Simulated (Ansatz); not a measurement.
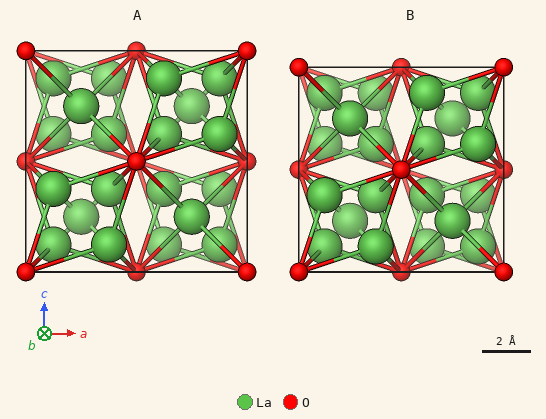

Two geometries of a crystal of La₅O (a generated structure, set up in F-43m) (coarse preliminary run), drawn at one scale. One is the start of a relaxation, the other its converged end. The picture is a ball-and-stick view of the conventional cell (4 times the calculation's cell), seen along the b axis. Lengths and directions refer to the drawn axes.

These are results of DFT PBE, scalar-relativistic, plane waves, PAW in Ansatz, not measurements. (plane-wave cutoff 420 eV; k-point mesh 4 × 4 × 4; occupations gaussian; smearing width 0.1 eV; no spin polarisation; cell and atoms relaxed; force threshold 0.04 eV/Å; at most 70 steps)

Which geometry has the lower energy?

Structure A is the relaxed one. The largest moves relative to the cell, 0.014 Å, are those of La atoms. O stays in place. The volume changes by +25.9 %, with a = b = c 8.594 → 9.280 Å (+8.0 %). Among the contacts that change: La–O 3.721 → 4.018 Å, La–O 3.563 → 3.850 Å, La–La 3.563 → 3.845 Å, La–La 3.038 → 3.304 Å. The space group stays F-43m (No. 216). After 4 accepted moves (6 points after the start) the energy has fallen by 139 meV per atom. The largest force component goes from 0.12 to 0.0022 eV/Å. Pressure: 7.72 GPa at the start and 0.06 GPa at the end. At 2 points the geometry stayed and the basis and grid were re-selected for the new cell (energy shift of 9.1 meV per atom at most each time).
